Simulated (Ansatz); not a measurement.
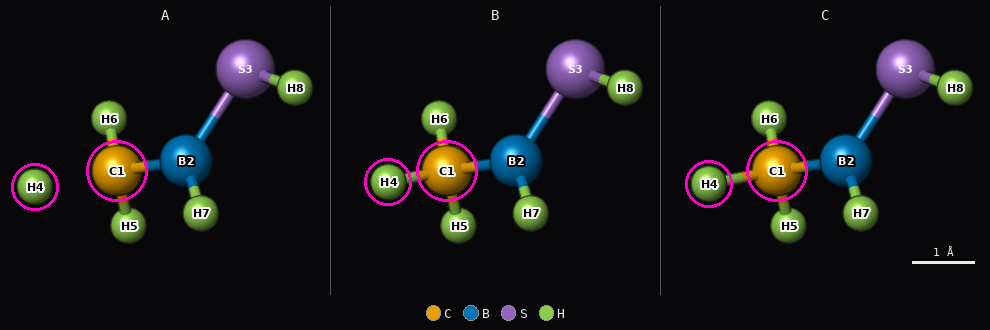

CH5BS: the C1–H4 distance is varied, with the rest of the molecule carried along rigidly. Style: ball-and-stick. Shown from a free direction. The ringed atoms are those of the scanned coordinate.

Single-point energies from Ansatz with CCSD(T) in the def2-TZVPP basis, on geometries moved rigidly from the minimum at PBE0-D4/def2-TZVP. Coupled cluster with a frozen core. Energies are counted from the PBE0-D4/def2-TZVP minimum geometry at the same level.

Question: Order these geometries by energy, lowest first.

Answer: Lowest first: B (the distance 1.096 Å, 0.0 kJ/mol), C (the distance 1.274 Å, 35.8 kJ/mol), A (the distance 1.535 Å, 142.5 kJ/mol). Over the whole scan: of the computed points the lowest is at the distance 1.096 Å, 0.0 kJ/mol. The curvature at the lowest point is about 33 eV/Å² (5.3 mdyn/Å). The well is steeper on the short side, as for any bond.
